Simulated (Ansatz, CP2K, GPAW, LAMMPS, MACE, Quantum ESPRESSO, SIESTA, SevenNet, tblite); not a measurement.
# GPAW on ionic liquid Pyr13+ Cl- at 400 K (112 atoms): settings against a plane-wave reference

Wanted: GPAW inputs and outputs for ionic liquid Pyr13+ Cl- at 400 K (112 atoms), checked against a plane-wave reference.

Calculated with GPAW 26.7.0; the method is named at each step.

## (1) Starting point

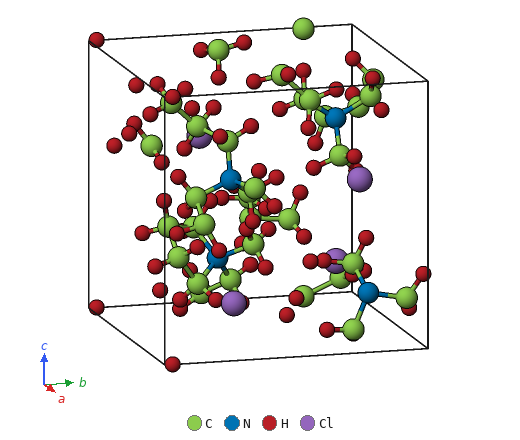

The starting structure, seen slightly off an axis (carbon green, nitrogen blue, hydrogen red, chlorine purple). Bonds to atoms that aren't drawn are left out. Some periodic images of atoms are drawn too.

The cell holds 112 atoms: 32 C, 4 N, 72 H and 4 Cl. Cell: a = 10.205 Å, b = 10.205 Å, c = 10.205 Å, α = 90.0°, β = 90.0°, γ = 90.0°. 4 Pyr13+, 4 Cl- placed at random, at 1.02 g/cm³; overlaps pushed apart, then 10 ps at 700 K with Joung-Cheatham ions (J. Phys. Chem. B 112, 9020 (2008)); MMFF94 bonds, angles, torsions, charges and radii (Halgren, J. Comput. Chem. 17, 490 (1996)) in harmonic and 12-6 forms; charges of ions scaled by 0.8. Snapshot after 30 ps at 400 K and fixed volume.

The yardstick, on the same geometry:

| Property | Result |
| --- | --- |
| method | Kohn-Sham DFT, PBE, SSSP efficiency 1.3.0 pseudopotentials, plane waves (Quantum ESPRESSO 7.5); sssp-pbe-1.3.0-efficiency, cutoffs 60/480 Ry, Γ point |
| r.m.s. force component | 0.9434 eV/Å |
| longest force | 3.389 eV/Å |
| pressure | 2.016 GPa |
| gap (highest filled to lowest empty level) | 4.009 eV |
| time | 1.7 min on 2 MPI ranks of Arm Neoverse V2, shared host |
| CPU time | 3.4 min |

## (2) PBE, LCAO dzp, h 0.18 Å

Method: Kohn-Sham DFT, PBE, PAW, atomic orbitals (dzp).

run.py reads:

```python
import numpy as np
from ase.io import read
from gpaw import GPAW, FermiDirac
from ase.parallel import parprint as print

atoms = read("structure.xyz")
atoms.calc = GPAW(
    mode="lcao",
    basis="dzp",
    h=0.18,
    xc="PBE",
    kpts={"size": (1, 1, 1), "gamma": True},
    occupations=FermiDirac(0.05),
    maxiter=200,
    symmetry={"point_group": False},
    txt="gpaw.txt",
)
energy = atoms.get_potential_energy(force_consistent=True)
forces = atoms.get_forces()
print(f"energy {energy:.6f} eV")
print("forces (eV/A)")
for i, (a, f) in enumerate(zip(atoms, forces)):
    print(f"{i:4d} {a.symbol:2s} {f[0]:10.5f} {f[1]:10.5f} {f[2]:10.5f}")
print(f"Fermi level {atoms.calc.get_fermi_level():.4f} eV")
for k in range(len(atoms.calc.get_ibz_k_points())):
    for s in range(atoms.calc.get_number_of_spins()):
        e = atoms.calc.get_eigenvalues(kpt=k, spin=s)
        n = np.searchsorted(e, atoms.calc.get_fermi_level())
        print(f"k {k} spin {s} levels about the Fermi level:", np.round(e[max(n - 6, 0):n], 4).tolist(), "|", np.round(e[n:n + 6], 4).tolist())
```

structure.xyz reads:

```xyz
112
Lattice="10.20511 0.00000 0.00000 0.00000 10.20511 0.00000 0.00000 0.00000 10.20511" Properties=species:S:1:pos:R:3 pbc="T T T"
C 1.25778 5.87018 4.11439
C 0.19890 6.20961 3.09919
C 0.15012 7.72078 2.95346
N 9.26359 8.16184 2.05674
C 7.94907 7.95233 2.90305
C 9.41768 9.60740 1.80722
C 0.24370 9.69883 0.61965
C 0.10562 8.29441 10.17276
C 9.25583 7.58678 0.68854
H 1.23043 4.79610 4.17797
H 0.92642 6.33533 5.04204
H 2.30105 6.19909 3.91325
H 0.56945 5.77099 2.23400
H 9.39095 5.88508 3.42075
H 1.00653 8.05500 2.44535
H 0.04123 8.18909 3.91846
H 7.70914 6.88865 3.02990
H 7.20675 8.59250 2.43300
H 8.14592 8.40248 3.89917
H 8.52310 9.95958 1.20941
H 9.68169 10.17398 2.74252
H 10.18276 0.31075 0.00337
H 1.33728 9.84171 0.95806
H 1.08103 7.73751 0.13624
H 10.04897 8.44452 9.17735
H 9.41381 6.51770 0.77630
H 8.21338 7.88763 0.29248
C 1.37514 4.62945 9.85630
C 2.07449 3.76487 0.78814
C 3.19563 4.57015 1.48780
N 4.02285 3.82896 2.53924
C 4.84396 4.97652 3.16277
C 3.32156 3.10307 3.60444
C 4.13807 1.88968 3.87539
C 5.37697 1.92295 2.96438
C 4.93233 2.80151 1.80967
H 1.23604 5.66312 10.05009
H 1.96714 4.46749 8.94560
H 0.38820 4.23971 9.67516
H 1.29748 3.54342 1.50383
H 2.41698 2.84304 0.31503
H 3.92162 4.78987 0.74518
H 2.86978 5.43994 1.93295
H 4.23604 5.73833 3.56607
H 5.51545 4.52801 3.91366
H 5.53158 5.25624 2.40330
H 2.31278 2.96805 3.25094
H 3.34738 3.73834 4.57669
H 4.34983 1.65864 4.91754
H 3.63608 1.03021 3.57240
H 6.17491 2.42606 3.49056
H 5.66475 0.94050 2.73599
H 4.31952 2.29237 1.10307
H 5.77466 3.25819 1.34258
C 6.23155 5.68823 9.87008
C 6.14633 6.80242 8.82885
[... 52 atom lines left out ...]
Cl 4.09296 8.40472 2.15369
Cl 8.98029 7.91365 6.33992
Cl 8.61760 3.13532 1.82437
Cl 3.80998 3.19012 7.19215
```

Command:

```
OMP_NUM_THREADS=1 mpirun -np 2 gpaw python run.py > output.txt
```

The log of the run:

```text
energy -578.498238 eV
forces (eV/A)
   0 C    -0.19285    0.39077    0.53051
   1 C    -0.26311    2.01946    1.71974
   2 C    -0.25472   -1.55263   -0.80869
   3 N    -2.32671    0.26994    2.47918
   4 C     1.21148    0.89513   -0.60638
   5 C     0.55813    1.49978   -1.72890
   6 C     1.78631   -1.56592    2.64275
   7 C     2.64872    0.77046    1.57434
   8 C    -2.62997    0.07864    0.30534
   9 H     0.29307   -1.18533    0.51259
  10 H     0.04321    0.08742    1.09741
  11 H    -0.20319    0.25945   -0.38485
  12 H     0.03381   -1.30785   -2.74903
  13 H     0.28750   -0.62947   -0.14528
  14 H     2.42074    0.73495   -0.57951
  15 H    -0.28183    0.61875    1.02635
  16 H    -0.17093   -0.22695   -0.33459
  17 H    -1.01980   -0.17846   -0.55450
  18 H     0.26254   -0.21861    0.27006
  19 H    -0.17346    0.02325    1.42783
  20 H    -0.47691   -0.15753   -0.55534
  21 H    -0.47350    1.41571   -1.21231
  22 H    -1.06399   -0.01981   -0.15123
  23 H    -0.42904    0.39503   -0.59992
[...]
104 H     0.30556    0.38604    0.48137
 105 H     0.47135    0.29853    0.19210
 106 H    -0.73515    0.27422    0.43692
 107 H     0.15926    1.59183   -1.85281
 108 Cl   -0.04761   -0.06547   -0.13188
 109 Cl   -0.02904    0.11903    0.10191
 110 Cl    0.05939    0.13023    0.11955
 111 Cl    0.07470    0.19513   -0.02482
Fermi level 1.3896 eV
k 0 spin 0 levels about the Fermi level: [0.0586, 0.0833, 0.09, 0.1114, 0.1209, 0.1608] | [4.1769, 4.6107, 4.7653, 4.8558, 4.9493, 5.0321]
```

gpaw.txt:

```text
Input parameters:
  mode=LCAO(),
  basis={'default': 'dzp'},
  h=0.18,
  kpts=MonkhorstPack(size=(1, 1, 1), gamma=True),
  maxiter=200,
  occupations=Occupations(name='fermi-dirac', width=0.05, fixmagmom=False),
  symmetry=Symmetry(point_group=False),
  xc=XC(name='PBE')
Unit cell  # Å
| periodic |         x |         y |         z |   lengths |    angles |
|----------|-----------|-----------|-----------|-----------|-----------|
|      yes | 10.205110 |  0.000000 |  0.000000 | 10.205110 | 90.000000 |
|      yes |  0.000000 | 10.205110 |  0.000000 | 10.205110 | 90.000000 |
|      yes |  0.000000 |  0.000000 | 10.205110 | 10.205110 | 90.000000 |
Number of symmetries: 1
Symmetry operations  # r_c * U_cc + t_c -> r_c
|   | kind |            matrix            |
|---|------|------------------------------|
| 0 |  E   |  1, 0, 0,  0, 1, 0,  0, 0, 1 |
BZ-sampling:
  Number of BZ points: 1
  Number of IBZ points: 1
  Monkhorst-Pack size: [1, 1, 1]
  Monkhorst-Pack shift: [0, 0, 0]
[... lines left out ...]
        l=1, rc=6.2656 Bohr: 3p-sz confined orbital
        l=0, rc=2.8281 Bohr: 3s-dz split-valence wave
        l=1, rc=3.5156 Bohr: 3p-dz split-valence wave
        l=2, rc=6.2656 Bohr: d-type Gaussian polarization
      Number of RI-basis functions 0
Reference energy: -89930.074976  # eV
eigensolver:
density mixing:
  MSR1-Mixer
occupation numbers:
  Fermi-Dirac:
    width: 0.0500  # eV
FastPoissonSolver using
    Stencil: 6*3+1=19 point O(h^6) finite-difference Laplacian
xc functional:
  name: PBE with 2 nearest neighbor stencil
interpolation: tri-quintic # 5. degree polynomial
Initialization done in: 3.815 s
convergence criteria:
- Maximum [total energy] change in last 3 cyles: 0.0005 eV / valence electron
- Maximum integral of absolute [dens]ity change: 0.0001 electrons / valence electron
- Maximum integral of absolute [eigenst]ate change: 4e-08 eV^2 / valence electron
maximum number of iterations: 200
SCF iterations
|iter     |      energy | eigst |  dens |
|---------|-------------|-------|-------|
|iter:   1| -599.435266 |      c|       |
|iter:   2| -595.630481 |      c| -0.73 |
|iter:   3| -578.843333 |      c| -0.76 |
|iter:   4| -578.549225 |      c| -1.42 |
|iter:   5| -578.502054 |      c| -2.05 |
|iter:   6| -578.498112c|      c| -2.48 |
|iter:   7| -578.498220c|      c| -3.02 |
|iter:   8| -578.498237c|      c| -3.62 |
|iter:   9| -578.498238c|      c| -4.09c|
Converged in 9 steps
SCF loop duration: 23.373 s (2.597 s/step)
Energy contributions relative to reference atoms: (reference = -89930.074976)
Energy contributions:
  Kinetic:         501.404045
  Coulomb:        -545.844995
  Zero:              3.399455
  External:          0.000000
  Xc:             -537.456743
  Entropy:          -0.000000
  Spinorbit:         0.000000
  ----------------------------
  Free energy:    -578.498238
  Extrapolated:   -578.498238
dipole moment: (-18.574955, 30.297906, 35.101015)  # |e|*Ang
Fermi level: 1.390
Eigenvalues  # (at kpt = [0.000, 0.000, 0.000])
| band index |      eig [eV] | occ [0-2] |
|------------|---------------|-----------|
|          0 |       -21.452 |     2.000 |
|        ... |               |           |
|        116 |        -0.031 |     2.000 |
|        117 |         0.044 |     2.000 |
[...]
|        131 |         5.232 |     0.000 |
|        ... |               |           |
|        152 |         6.884 |     0.000 |
Gap: 4.016 eV
Transition (v -> c):
  (s=0, k=0, n=123, [0.00, 0.00, 0.00]) -> (s=0, k=0, n=124, [0.00, 0.00, 0.00])
No difference between direct/indirect transitions
Force computation time: 5.308  # s
```

The job ended after 34 s (2 MPI ranks of Arm Neoverse V2, shared host; peak memory 1.2 GiB).

Banners, paths, timers and routine set-up lines are dropped from the logs unmarked, and long logs keep their key lines alone; longer cuts are marked.

Numbers from this run, and their distance from the reference:

| Item | Value |
| --- | --- |
| r.m.s. force component | 1.063 eV/Å |
| r.m.s. difference of force components | 285.4 meV/Å |
| longest difference of force vectors | 776.8 meV/Å |
| force difference over r.m.s. force | 30.25 % |
| slope of forces against the reference's | 1.089 |
| correlation of force components | 0.9665 |
| gap (highest filled to lowest empty level) | 4.016 eV |
| gap difference | 0.007 eV |

This run lies far from the reference in forces at the same functional.

Length of the force difference by element (eV/Å):

```
element  atoms   mean   most
      C     32   0.37   0.65
     Cl      4  0.038  0.053
      H     72   0.55   0.78
      N      4   0.15   0.29
```

Levels nearest the highest filled one (eV from it): -0.10, -0.08, -0.07, -0.05, -0.04, 0.00, 4.02, 4.45, 4.60, 4.70, 4.79, 4.87.

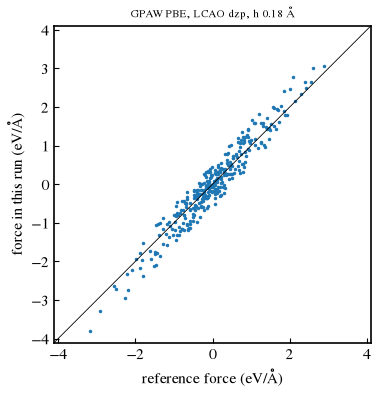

Force components against those of the reference; the line marks equality.

A closer look about N58, one of the 4 N atoms: 9 atoms, nearest first, numbered in the order of the input, with positions taken from that point.

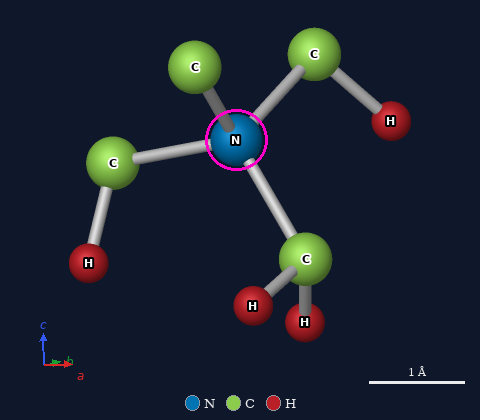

The atoms of the table, within 2.1 Å (arrows a, b, c point along x, y, z); some may hide others; the central atom is ringed.

```
atom      x      y      z  distance (Å)  bonds     Fx     Fy  Fz (eV/Å)
 N58   0.00   0.00   0.00          0.00      4  -0.07  -0.98       1.44
 C59   0.82  -0.06  -1.25          1.50      4  -1.76   0.79      -0.40
 C63  -1.49   0.02  -0.25          1.51      4  -0.79  -0.35      -1.17
 C57   0.18  -1.25   0.84          1.52      4   3.01   1.98       1.40
 C60   0.29   1.27   0.83          1.54      4   1.07   1.10      -2.23
 H80  -1.62  -0.32  -1.28          2.10      1  -0.32  -0.49      -0.27
 H73   0.70  -1.05  -1.69          2.10      1   0.05  -0.86      -0.36
 H72   0.40   0.69  -1.96          2.12      1  -0.12  -0.04      -0.08
 H74   0.82   1.97   0.09          2.13      1  -0.52  -0.50       0.58
```

Atoms are counted from 1 here, from 0 in the log.

Forces lie 30 % from the reference's, at 0.33 times its CPU time.

## (3) PBE, LCAO szp(dzp), h 0.18 Å

Method: Kohn-Sham DFT, PBE, PAW, atomic orbitals (szp(dzp)).

run.py, as its differences from that of step 2:

```diff
@@ -3,3 +3,2 @@
 from gpaw import GPAW, FermiDirac
-from ase.parallel import parprint as print
 
@@ -8,3 +7,3 @@
     mode="lcao",
-    basis="dzp",
+    basis="szp(dzp)",
     h=0.18,
```

structure.xyz is that of step 2.

Command:

```
OMP_NUM_THREADS=1 python run.py > output.txt
```

The log of the run:

```text
energy -511.557753 eV
forces (eV/A)
   0 C    -0.33141    0.55468   -0.28437
   1 C    -0.21810    2.65153    1.94190
   2 C    -1.02386   -2.31017   -1.32505
   3 N    -2.17307   -0.09540    2.36638
   4 C     2.06814    0.46355   -1.72834
   5 C     0.84796    0.87960   -1.88129
   6 C     1.17517   -2.72249    3.03865
   7 C     2.60527    0.93690    2.77843
   8 C    -2.27575    0.55569    0.28420
   9 H     0.17797   -2.93369    0.45442
  10 H    -0.89062    1.07508    2.60047
  11 H     1.40724    0.90777   -0.87673
  12 H     0.85621   -2.06832   -4.22831
  13 H    -1.28194   -1.08149    0.43819
  14 H     4.08159    1.30170   -1.72112
  15 H    -0.84442    1.29404    3.17929
  16 H    -0.46673   -2.09013   -0.13874
  17 H    -2.41225    1.09825   -1.45902
  18 H     0.96256    0.54670    2.73125
  19 H    -1.33402    0.44824    0.42391
  20 H     0.02659    0.70317    1.00941
  21 H    -1.11118    2.85540   -2.26979
  22 H     0.66385   -0.03195    0.37507
  23 H     0.92910   -0.31137   -0.11454
[...]
104 H     2.55401    0.71572   -0.16742
 105 H     0.35962   -0.66109    1.34372
 106 H     0.00819    0.78249    2.03482
 107 H     0.13606    3.01672   -3.30398
 108 Cl   -0.31553   -0.32865   -0.46525
 109 Cl   -0.32294    0.21924   -0.47018
 110 Cl    0.05906    0.00167    0.17615
 111 Cl   -0.08608    0.02176   -0.47007
Fermi level 3.5277 eV
k 0 spin 0 levels about the Fermi level: [2.6567, 2.6874, 2.8261, 2.8295, 2.8772, 2.9346] | [4.0988, 4.3382, 4.4863, 4.6389, 5.0638, 5.0794]
```

gpaw.txt:

```text
Input parameters:
  mode=LCAO(),
  basis={'default': 'szp(dzp)'},
  h=0.18,
  kpts=MonkhorstPack(size=(1, 1, 1), gamma=True),
  maxiter=200,
  occupations=Occupations(name='fermi-dirac', width=0.05, fixmagmom=False),
  symmetry=Symmetry(point_group=False),
  xc=XC(name='PBE')
Unit cell  # Å
| periodic |         x |         y |         z |   lengths |    angles |
[... lines left out ...]
  Fermi-Dirac:
[... lines left out ...]
convergence criteria:
- Maximum [total energy] change in last 3 cyles: 0.0005 eV / valence electron
[... lines left out ...]
Converged in 9 steps
[... lines left out ...]
  Free energy:    -511.557753
  Extrapolated:   -511.557739
dipole moment: (-19.020837, 31.671641, 35.588280)  # |e|*Ang
Fermi level: 3.528
Eigenvalues  # (at kpt = [0.000, 0.000, 0.000])
| band index |      eig [eV] | occ [0-2] |
|------------|---------------|-----------|
|          0 |       -22.642 |     2.000 |
|        ... |               |           |
|        116 |         2.366 |     2.000 |
|        117 |         2.393 |     2.000 |
[...]
|        131 |         5.178 |     0.000 |
|        ... |               |           |
|        152 |         7.611 |     0.000 |
Gap: 1.164 eV
Transition (v -> c):
  (s=0, k=0, n=123, [0.00, 0.00, 0.00]) -> (s=0, k=0, n=124, [0.00, 0.00, 0.00])
No difference between direct/indirect transitions
Force computation time: 8.520  # s
timing:  # [seconds]
  Total:  50.476  # ━━━━━━━━━━━━━━━━━━━━━━━━━━━━━━━━━━━━━━━━━━━━━━━━━━━━━━━━━
  Init:    5.802  # ━━━━━━╸
  SCF:    36.124  # ━━━━━━━━━━━━━━━━━━━━━━━━━━━━━━━━━━━━━━━━━
  Forces:  8.520  # ━━━━━━━━━╸
```

It took 52 s on 1 thread; peak memory 0.94 GiB.

Numbers from this run, and their distance from the reference:

```
r.m.s. force component                           : 1.673 eV/Å
r.m.s. difference of force components            : 1247 meV/Å
longest difference of force vectors              : 3335 meV/Å
force difference over r.m.s. force               : 132.2 %
slope of forces against the reference's          : 1.199
correlation of force components                  : 0.676
gap (highest filled to lowest empty level) : 1.164 eV
gap difference                                   : -2.845 eV
```

This is a coarse setting, run to see what it loses.

Against the first run (30 %), the force difference from the reference is 132 %, at 0.75 times the CPU time (on 1 against 2 cores), with 648 basis functions against 880: the smaller basis costs accuracy.

## (4) Another try, on a changed input

run.py, as its differences from that of step 3:

```diff
@@ -7,3 +7,3 @@
     mode="lcao",
-    basis="szp(dzp)",
+    basis="dzp",
     h=0.18,
@@ -12,3 +12,3 @@
     occupations=FermiDirac(0.05),
-    maxiter=200,
+    maxiter=6,
     symmetry={"point_group": False},
```

structure.xyz is that of step 3.

The log of the run:

```text
gpaw.KohnShamConvergenceError
```

gpaw.txt:

```text
Input parameters:
  mode=LCAO(),
  basis={'default': 'dzp'},
  h=0.18,
  kpts=MonkhorstPack(size=(1, 1, 1), gamma=True),
  maxiter=6,
  occupations=Occupations(name='fermi-dirac', width=0.05, fixmagmom=False),
  symmetry=Symmetry(point_group=False),
  xc=XC(name='PBE')
Unit cell  # Å
| periodic |         x |         y |         z |   lengths |    angles |
[... lines left out ...]
  Fermi-Dirac:
[... lines left out ...]
xc functional:
  name: PBE with 2 nearest neighbor stencil
interpolation: tri-quintic # 5. degree polynomial
Initialization done in: 6.396 s
convergence criteria:
- Maximum [total energy] change in last 3 cyles: 0.0005 eV / valence electron
- Maximum integral of absolute [dens]ity change: 0.0001 electrons / valence electron
- Maximum integral of absolute [eigenst]ate change: 4e-08 eV^2 / valence electron
maximum number of iterations: 6
SCF iterations
|iter     |      energy | eigst |  dens |
|---------|-------------|-------|-------|
|iter:   1| -599.435266 |      c|       |
|iter:   2| -595.630481 |      c| -0.73 |
|iter:   3| -578.843333 |      c| -0.76 |
|iter:   4| -578.549225 |      c| -1.42 |
|iter:   5| -578.502054 |      c| -2.05 |
|iter:   6| -578.498112c|      c| -2.48 |
timing:  # [seconds]
  Total: 34.391  # ━━━━━━━━━━━━━━━━━━━━━━━━━━━━━━━━━━━━━━━━━━━━━━━━━━━━━━━━━━
  Init:   6.395  # ━━━━━━━━━━━
  SCF:   27.942  # ━━━━━━━━━━━━━━━━━━━━━━━━━━━━━━━━━━━━━━━━━━━━━━━
```

Wall time 36 s (1 thread); peak memory 0.98 GiB.

The run stopped without converging, so its numbers are no property of the system. The fault in the input: too few SCF iterations (iteration limit 6).

## (5) All runs compared

Differences are against the plane-wave reference, forces as r.m.s. over components; share is that over the reference's r.m.s. force, slope the least-squares factor from reference forces to these. Total energies of different programs have different zeros and aren't compared.

```csv
run,"Δ force, r.m.s. (meV/Å)",share (%),slope,Δ gap (eV),cores,CPU time,memory (GiB)
reference,-,-,-,-,2,3.4 min,2.8
"GPAW PBE, LCAO dzp, h 0.18 Å",285,30.2,1.089,0.007,2,69 s,1.2
"GPAW PBE, LCAO szp(dzp), h 0.18 Å (coarse)",1247,132,1.199,-2.84,1,52 s,0.94
```

Rows marked coarse were listed beforehand as settings not expected to be converged; some can still land near the reference.

CPU time is summed over cores on a shared host, where runs went side by side, so it is rough. Symmetry, cutoffs, thresholds, outputs and thread counts weren't matched or tuned between programs; memory under MPI is the largest rank's times the ranks.

## (6) Results

```json
{
  "nearest in forces": "GPAW PBE, LCAO dzp, h 0.18 Å, 30 %",
  "its CPU time": "69 s"
}
```

In words: The PBE run in local orbitals, coarse settings apart, differs by 30 % (GPAW PBE, LCAO dzp, h 0.18 Å); basis, grid and potentials can all enter. Runs with settings chosen to be coarse differ by 132 % (GPAW PBE, LCAO szp(dzp), h 0.18 Å), their programs' other errors included. Of the electronic-structure runs that take under half the reference's CPU time, GPAW PBE, LCAO dzp, h 0.18 Å comes nearest, at 30 % in 69 s against 3.4 min. At the same functional, gaps differ from the reference's 4.01 eV by between -2.84 and +0.01 eV. With short bonds to hydrogen, sets of potentials differ among themselves by several per cent in forces even at converged cutoffs, so the reference isn't exact here either. The network of contacts between molecules at the start is that of the classical potential that made the cell, and needn't be the one that DFT or experiment would give. The reference's PBE has no dispersion term, which matters for the binding between molecules or layers. The density was typed from a rule of thumb and may lie off the real one at this temperature. The electronic-structure runs sample only Γ, in a cell whose shortest periodic width is 10 Å.

[Also dropped from logs without a mark: logging warnings of Python, and SIESTA's first energy breakdown and zero terms.]

[Logs are printed without paths, hosts, clocks, repeated set-up lines and the standing remarks that a program may print on its own settings, such as how far it seeks lower states.]

[Hosts, paths, dates, database ids (printed as entryN), source tags and the programs' standing remarks are cut or masked in the printed files.]

[The MMFF94 radii named for the starting cell were scaled by 0.96; in molecules described by MMFF94, hydrogen bound to N, O or S took a small fixed 12-6 site in their place.]
